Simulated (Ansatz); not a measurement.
The compound is CrSBr (Pmmn).

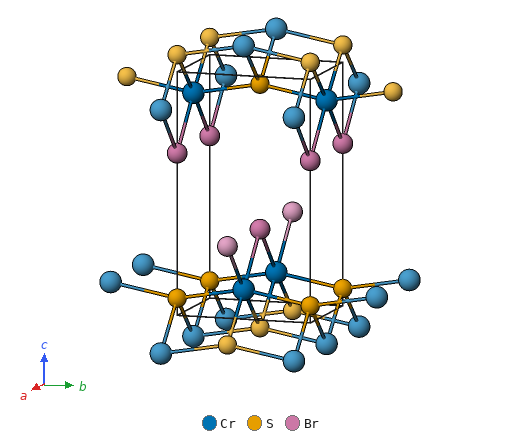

The structure (chromium blue, sulfur orange, bromine pink). Some periodic images of atoms are drawn too.

```
Cr S Br
1.0
     0.00000   -2.50348   -2.50348
    -4.75547    0.00000    0.00000
     0.00000    5.93548   -5.93548
Cr S Br
2 2 2
Direct
  0.50000 0.00000 0.87874
  0.00000 0.50000 0.12126
  0.50000 0.50000 0.92950
  0.00000 0.00000 0.07050
  0.00000 0.00000 0.66596
  0.50000 0.50000 0.33404
```

The cell and positions are those that the Materials Project relaxed with its own functionals (PBE, PBE+U or r2SCAN), kept fixed. The program's search for lower electronic states was switched off, so nothing shows that the state found is the lowest. PAW set soft_2, made with PBE.

A constrained-RPA run (Ansatz 0.2.0; non-magnetic LDA; Cr d, bands v3 to c7, 6×4×2 mesh, medium accuracy) builds 10 functions on bands 3.4 eV wide, with 6.0 electrons in the window. The bare on-site interaction is 15.1 eV and the bare J 0.48 eV.

Q: What U and J survive the screening?

On the Cr d shell, U = 2.62 eV (17 % of the bare value), U′ = 1.87 eV, J = 0.35 eV.

The parent state is non-magnetic and the interaction static (zero frequency); U depends on the window and the orbitals, so it belongs to this model alone.

[Paths, hosts, dates, memory and timing lines, banners, echoed tables and standing remarks are left out of the program output.]

[Logs are printed without paths, hosts, clocks, repeated set-up lines and the standing remarks that a program may print on its own settings, such as how far it seeks lower states.]

[Runs of the session that timed out or met a known fault of the program may be left out.]

[Hosts, paths, dates, database ids (printed as entryN), source tags and the programs' standing remarks are cut or masked in the printed files.]
